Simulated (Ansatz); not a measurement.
# AsH2+ (triplet): inputs that go wrong at scale of all distances = 1.764

4 inputs are run for AsH2+ (triplet) as typed; the log has to tell whether the result can be used and what must change.

The runs use Ansatz 0.2.0, Gaussian basis; the settings change from run to run.

15 further runs of the same task are left out: 9 that didn't finish, 6 set aside as unsound or not needed.

**1. The system**

The geometry derives from a PBE0/def2-TZVP stationary point (not a proven minimum). All distances are scaled together. No spin-orbit coupling is included. The filled d shell of As may be among the frozen orbitals whatever the setting's name suggests; the logs give the count.

3 atoms, charge 1, spin multiplicity 3.

Atoms are counted from 1 here; the program's logs count them from 0.

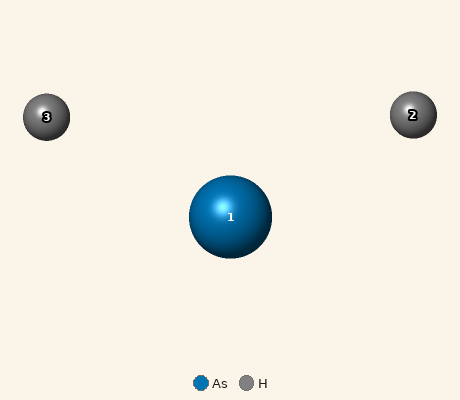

The geometry (arsenic blue, hydrogen grey); atoms are numbered from 1 in the order of the file.

**2. Try 1**

File in.yaml:

```yaml
crystal:
  periodic: [false, false, false]
  atoms:
    - {symbol: As, position_ang: [0.000000, -0.033689, 0.000000]}
    - {symbol: H, position_ang: [0.000000, 1.252082, -2.335555]}
    - {symbol: H, position_ang: [0.000000, 1.252082, 2.335555]}
basis:
  gaussian: {orbitals: cc-pVDZ}
total_charge: 1
magnetization: {spin_polarized: false, initial_magnetization: 2}
correlation: {method: sc_nevpt2, electrons: valence, active_space: {window: {electrons: 12, orbitals: 7}}}
output: {forces: true}
```

Run with:

```bash
ansatz run in.yaml --threads 1 --pin off --events-out ev --progress --plain --max-ram 2393MiB
```

What it wrote:

```text
Functional definition: HF
  name "HF"
  cite "Fock, Z. Phys. 61, 126 (1930) doi:10.1007/BF01340294"
  parent pbe
  exchange = exact_x
  correlation = 0
417 factors; integrals over basis functions are off by at most 6.4e-4 eV
mean field evaluation 1: about -60809.3240 eV, gradient 8.4e0 eV
mean field evaluation 2: about -60809.3258 eV, gradient 8.4e0 eV
mean field evaluation 4: about -60809.9876 eV, gradient 9.1e-1 eV
mean field evaluation 8: about -60810.0127 eV, gradient 3.5e-1 eV
mean field evaluation 16: about -60810.0272 eV, gradient 4.9e-3 eV
mean field evaluation 32: about -60810.0259 eV, gradient 3.3e-1 eV
mean field evaluation 64: about -60810.7184 eV, gradient 1.8e-1 eV
mean field evaluation 96: about -60810.0272 eV, gradient 1.0e-3 eV
mean field evaluation 128: about -60810.1535 eV, gradient 6.0e-1 eV
mean field evaluation 160: about -60810.8501 eV, gradient 2.3e0 eV
mean field evaluation 192: about -60810.5482 eV, gradient 3.7e-1 eV
mean field evaluation 224: about -60809.6236 eV, gradient 5.2e0 eV
mean field evaluation 256: about -60810.0272 eV, gradient 1.0e-5 eV
mean field -60810.93506524 eV, -2234.7606445154 hartree, gradient 1.5e-6 eV, S^2 2.000000; 19 other end points of the search recorded, 0 dependent functions left out
reference -60810.71809353 eV, -2234.7526709522 hartree; 18, 16 occupied and 19, 21 virtual orbitals, 417 factors
state -60810.93509315 eV, -2234.7606455411 hartree
state -60810.93509315 eV, -2234.7606455411 hartree; corrected -60812.79951834 eV, -2234.8291619032 hartree
state -60810.71809362 eV, -2234.7526709553 hartree
state -60810.71809362 eV, -2234.7526709553 hartree; corrected -60812.19536468 eV, -2234.8069596655 hartree
state -60810.93509315 eV, -2234.7606455411 hartree; corrected -60812.79951834 eV, -2234.8291619032 hartree
the orbitals are reached from a further start. From the first start the search ends at -60810.71809420 eV, -2234.7526709767 hartree
WARN: 5 active orbitals are nearly empty or full. The corrections depend on them more than the energy does, and are more stable in an active space without them
the calculation of the forces begins
Error: an active orbital is full or empty, and SC-NEVPT2 has no forces then: leave it out of the active space
```

Run time: 7.5 s. Hardware: 1 thread of Intel Xeon 6975P-C, shared host.

**Diagnosis.** The run stopped with an error. It says: «an active orbital is full or empty, and SC-NEVPT2 has no forces then: leave it out of the active space». Cure: drop the forces, or choose an active space whose orbitals are all partly filled.

**3. Try 2**

File in.yaml:

```yaml
crystal:
  periodic: [false, false, false]
  atoms:
    - {symbol: As, position_ang: [0.000000, -0.033689, 0.000000]}
    - {symbol: H, position_ang: [0.000000, 1.252082, -2.335555]}
    - {symbol: H, position_ang: [0.000000, 1.252082, 2.335555]}
basis:
  gaussian: {orbitals: cc-pVDZ, fitting: {mean_field: def2-universal-jkfit}}
total_charge: 1
magnetization: {spin_polarized: false, initial_magnetization: 2}
correlation: {method: fic_mrcisd_q, electrons: outside_noble_gas, active_space: {window: {electrons: 4, orbitals: 3}, states: [{multiplicity: 3, weights: [0.5, 1, 0.5, 0.5]}]}}
scf: {lower_state_search: light}
```

Same command.

What it wrote:

```text
Functional definition: HF
  name "HF"
  cite "Fock, Z. Phys. 61, 126 (1930) doi:10.1007/BF01340294"
  parent pbe
  exchange = exact_x
  correlation = 0
302 factors; integrals over basis functions are off by at most 6.5e-1 eV
mean field evaluation 1: about -60809.3264 eV, gradient 8.4e0 eV
mean field evaluation 2: about -60809.8311 eV, gradient 5.5e0 eV
mean field evaluation 4: about -60810.0049 eV, gradient 3.7e-1 eV
mean field evaluation 8: about -60810.0266 eV, gradient 5.4e-2 eV
mean field evaluation 16: about -60810.0266 eV, gradient 7.8e-6 eV
mean field evaluation 32: about -60810.0732 eV, gradient 2.2e0 eV
mean field evaluation 64: about -60810.5201 eV, gradient 2.0e-2 eV
mean field evaluation 96: about -60809.8113 eV, gradient 2.2e0 eV
mean field evaluation 128: about -60809.4321 eV, gradient 1.4e-1 eV
mean field -60810.93411414 eV, -2234.7606095632 hartree, gradient 2.4e-6 eV, S^2 2.000000; 19 other end points of the search recorded, 0 dependent functions left out
reference -60810.71645505 eV, -2234.7526107390 hartree; 18, 16 occupied and 19, 21 virtual orbitals, 302 factors
Error: 4 states are sought, and the space of determinants holds 3 states of this symmetry and spin
```

It took 1.8 s on 1 thread of Intel Xeon 6975P-C, shared host.

Diagnosis: The run stopped with an error. It says: «4 states are sought, and the space of determinants holds 3 states of this symmetry and spin». Cure: ask for fewer states or enlarge the space.

**4. Try 3**

File in.yaml:

```yaml
crystal:
  periodic: [false, false, false]
  atoms:
    - {symbol: As, position_ang: [0.000000, -0.033689, 0.000000]}
    - {symbol: H, position_ang: [0.000000, 1.252082, -2.335555]}
    - {symbol: H, position_ang: [0.000000, 1.252082, 2.335555]}
basis:
  gaussian: {orbitals: def2-SVP}
total_charge: 1
magnetization: {spin_polarized: false, initial_magnetization: 2}
correlation: {method: fic_mrcisd_q, electrons: valence, active_space: {window: {electrons: 4, orbitals: 4}, states: [{multiplicity: 3, weights: [1, 1]}], root: 5}}
scf: {lower_state_search: off}
```

Launched as before.

What it wrote:

```text
Error: the active space averages no state 5, counted from zero
```

It took 0.03 s on 1 thread of Intel Xeon 6975P-C, shared host.

**Diagnosis.** The run was refused. The root asked for lies beyond the states averaged. To mend it, average more states or name a lower root.

**5. Try 4**

File in.yaml:

```yaml
crystal:
  periodic: [false, false, false]
  atoms:
    - {symbol: As, position_ang: [0.300000, 1.302082, -2.335555]}
    - {symbol: H, position_ang: [0.000000, 1.252082, -2.335555]}
    - {symbol: H, position_ang: [0.000000, 1.252082, 2.335555]}
basis:
  gaussian: {orbitals: cc-pVDZ}
total_charge: 1
magnetization: {spin_polarized: false, initial_magnetization: 2}
correlation: {method: fic_mrcisd_q_relaxed, electrons: outside_noble_gas, active_space: {window: {electrons: 4, orbitals: 8}}}
```

The command is unchanged.

What it wrote (excerpt; [...] marks lines left out):

```text
Functional definition: HF
  name "HF"
  cite "Fock, Z. Phys. 61, 126 (1930) doi:10.1007/BF01340294"
  parent pbe
[...]
411 factors; integrals over basis functions are off by at most 2.2e-4 eV
[...]
mean field -60524.56918731 eV, -2224.2368926073 hartree, gradient 3.5e-7 eV, S^2 2.000000; 14 other end points of the search recorded, 0 dependent functions left out
reference -60524.56918731 eV, -2224.2368926073 hartree; 18, 16 occupied and 19, 21 virtual orbitals, 411 factors
state -60526.88874412 eV, -2224.3221347477 hartree
contracted CI cycle   1: correlation 0.00000000 eV, 0.0000000000 hartree, residual 9.25e0 eV
contracted CI cycle   2: correlation -1.58476277 eV, -0.0582389575 hartree, residual 1.76e0 eV
contracted CI cycle   3: correlation -1.64258055 eV, -0.0603637217 hartree, residual 4.32e-1 eV
[...]
contracted CI cycle  13: correlation -1.32984555 eV, -0.0488709227 hartree, residual 2.91e-3 eV
contracted CI cycle  14: correlation -1.32984631 eV, -0.0488709505 hartree, residual 5.05e-3 eV
contracted CI cycle  15: correlation -1.32985373 eV, -0.0488712234 hartree, residual 2.55e-2 eV
contracted CI cycle  16: correlation -1.32984041 eV, -0.0488707335 hartree, residual 8.58e-3 eV
contracted CI cycle  17: correlation -1.32984216 eV, -0.0488707981 hartree, residual 3.39e-3 eV
contracted CI cycle  18: correlation -1.32984248 eV, -0.0488708097 hartree, residual 1.55e-3 eV
contracted CI cycle  19: correlation -1.32984253 eV, -0.0488708116 hartree, residual 6.14e-4 eV
state -60525.70203733 eV, -2224.2785240775 hartree; corrected -60527.09279105 eV, -2224.3296333339 hartree
state -60526.88874412 eV, -2224.3221347477 hartree; corrected -60528.60142903 eV, -2224.3850747574 hartree
the orbitals are reached from a further start. From the first start the search ends at -60525.70116211 eV, -2224.2784919139 hartree
Total energy: -60528.60142903 eV, -2224.3850747574 hartree
```

It took 8 s on 1 thread of Intel Xeon 6975P-C, shared host; peak memory 0.28 GiB.

Diagnosis: The run converged, which proves nothing about the input. One atom lies on top of another. The shortest distance is 0.30 Å, against 2.67 Å in the geometry of step 1. Its energy belongs to another geometry. Fix: restore its position.

**6. How the runs ended**

| try | level | ended | cause | time |
| --- | --- | --- | --- | --- |
| 1 | NEVPT2(12,7)/cc-pVDZ | stopped by an error | an active orbital is full or empty, and SC-NEVPT2 has no forces then: leave it out of the active space | 7.5 s |
| 2 | MRCISD+Q(4,3)/cc-pVDZ | stopped by an error | 4 states are sought, and the space of determinants holds 3 states of this symmetry and spin | 1.8 s |
| 3 | MRCISD+Q(4,4)/def2-SVP | refused | the root asked for lies beyond the states averaged | 0.03 s |
| 4 | MRCISD+Q(relaxed)(4,8)/cc-pVDZ | converged | one atom lies on top of another | 8 s |

2 stopped by an error, 1 refused, 1 converged. The input that converges on a wrong geometry or spin is the dangerous one: no error points at it, so geometry and ⟨S²⟩ have to be checked.
